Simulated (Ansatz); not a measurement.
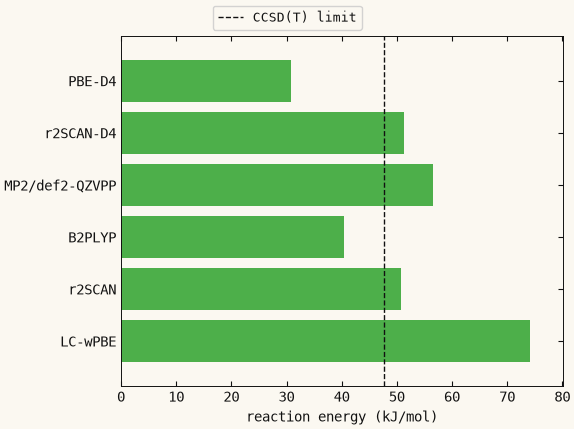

Electronic reaction energy of GeH₃OBr ([OH][GeH2][Br]) → H₂ ([H][H]) + GeHOBr ([OH][Ge][Br]) [singlet] (SMILES in brackets) at several levels (functionals in def2-TZVPP unless a basis is named), isolated molecules at PBE0-D4 triple-zeta geometries, minima by their frequencies, no zero-point or thermal terms, the Ansatz code 0.2.0. The line is frozen-core CCSD(T) at the basis limit (MP2 extrapolated from triple and quadruple zeta, plus CCSD(T) less MP2 in a smaller set). B2PLYP holds a correlation term that converges slowly with the basis, so part of the distance to the limit is basis error. No dispersion term is added to B2PLYP, r2SCAN and LC-wPBE. The distance of MP2/def2-QZVPP to the limit includes basis error. The limit lies 14.5 kJ/mol from CCSD(T)/def2-TZVPP, so the line itself is uncertain by a part of that.

**Which level comes closest to the line (CCSD(T) limit), and which misses most?**

Closest r2SCAN (50.8 kJ/mol), against 47.8 kJ/mol; farthest LC-wPBE (74.2 kJ/mol).

**Give the values.**

| level | kJ/mol | less CCSD(T) limit |
| --- | --- | --- |
| PBE-D4 | 30.9 | −16.9 |
| r2SCAN-D4 | 51.3 | 3.6 |
| MP2/def2-QZVPP | 56.6 | 8.9 |
| B2PLYP | 40.3 | −7.4 |
| r2SCAN | 50.8 | 3.0 |
| LC-wPBE | 74.2 | 26.4 |
| CCSD(T) limit | 47.8 | 0.0 |

Caveats: no scalar relativity up to krypton; outer-core shells are correlated without core-valence functions, which makes the correlated values less sure.
